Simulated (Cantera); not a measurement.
Charge: 1 mol Si, 0.0081 mol O₂, 52 mol H₂, 1.4 mol CO₂, held at 527 °C.

Method: chemical equilibrium by Gibbs-energy minimisation in Cantera with the NASA 1993 tables (ideal gas, pure condensed phases). Candidate condensed phases: C, C₆H₆, C₇H₈, C₈H₁₈, H₂O, Si, SiC, SiO₂; 123 gas species. The numbers say what is thermodynamically allowed, not how fast it happens.

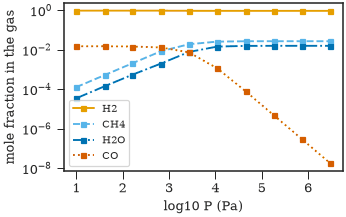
Figure. Equilibrium gas composition (values under 1e-9 drawn at 1e-9)

Problem. Read off the mole fractions at 22500 Torr.

Solution. H₂ about 0.96, CH₄ about 0.028, H₂O about 0.016, CO about 1.8e-8.
